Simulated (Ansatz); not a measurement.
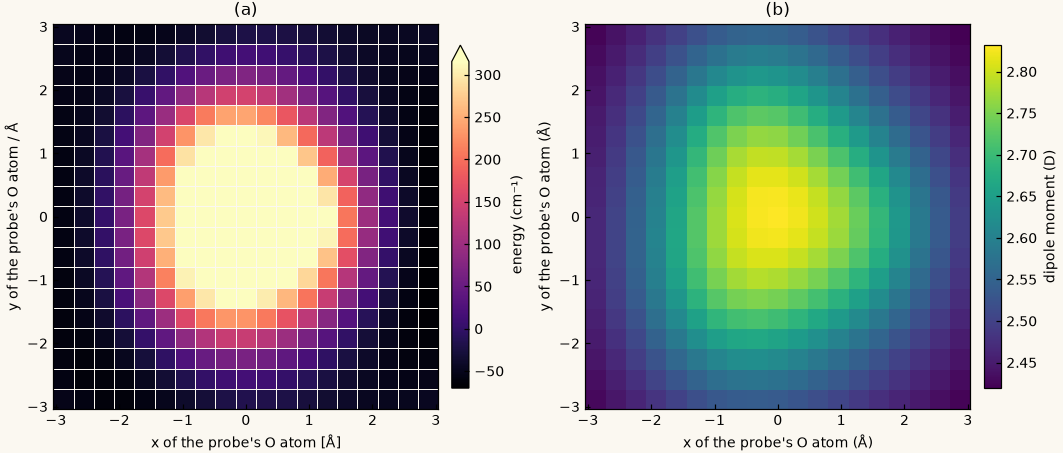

AsH₃ with the probe H2O. The probe is moved over a plane parallel to the molecule's main plane, 2.90 Å above it. First axis: x of the probe's O atom. Second axis: y of the probe's O atom. Nothing is relaxed (molecule and probe rigid, the probe upright with O nearest the plane). Grid: 19 × 19 points. Points are written as (first, second). All energies are given in cm⁻¹ relative to molecule and probe far apart, each relaxed in its own basis (no counterpoise correction). These are results of Ansatz, RHF/def2-TZVPD, not measurements.

Panel (a) is the energy and panel (b) the computed dipole moment on the same grid.

In the figure: one coloured cell a grid point, one colour for all values above the top of the scale.

Question: How does the dipole moment vary over the map, and what is it at the lowest grid point?

Answer: Leaving out the highest fifth of the energies, it runs from 2.42 D at (2.88 Å, 2.88 Å) to 2.72 D at (−0.96 Å, 1.28 Å). At the lowest grid point, (2.88 Å, −0.96 Å), it is 2.48 D. That point lies on the edge of the scan.
